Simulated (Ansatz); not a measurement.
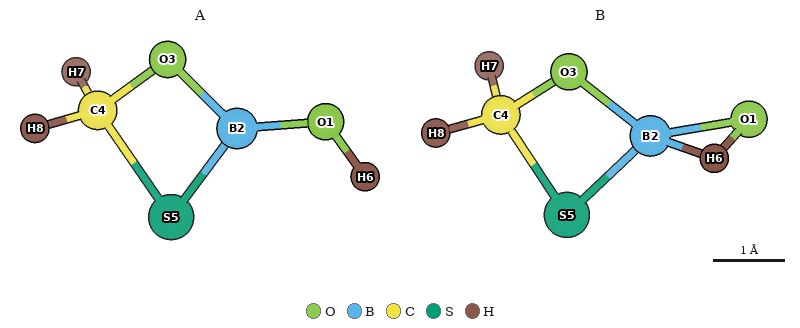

Two geometries of CH₃BO₂S, drawn at one scale. One is the start of a relaxation, the other its converged end. The picture is a ball-and-stick view, seen at a tilt.

Theory: RKS PBE/def2-SVP (Ansatz 0.2.0). (no spin polarisation; force threshold 0.02 eV/Å; at most 50 steps)

Q: Which of the two is the end point?

A: Structure A is the relaxed one. The run prepares an end point of a later path (hydrogen shift) calculation, from a guessed geometry. The atom that moves furthest after the best rigid fit is H6 (0.84 Å). Largest moves by element: H 0.84 Å, O 0.62 Å, B 0.21 Å, C 0.11 Å, S 0.08 Å. Near-neighbour distances that change, for instance: B2–H6 1.170 → 1.955 Å, C4–S5 1.765 → 1.867 Å, B2–O3 1.478 → 1.386 Å, B2–S5 1.930 → 1.848 Å. Bonds break: B2–H6 (1.17 → 1.95 Å). Among the angles between lasting bonds that change: B2–O1–H6 55.0° → 113.3°, O3–B2–S5 88.0° → 99.9°, O1–B2–O3 131.6° → 124.3°. The energy falls by 3.233 eV in 11 accepted moves (12 points after the start). The largest force component goes from 7.7 to 0.0067 eV/Å. The line search rejected the trial step at point 7 of the run. Cost: 18 s on 2 threads of Intel(R) Xeon(R) Platinum 8488C (Sapphire Rapids) (shared host), peak memory 0.17 GiB.
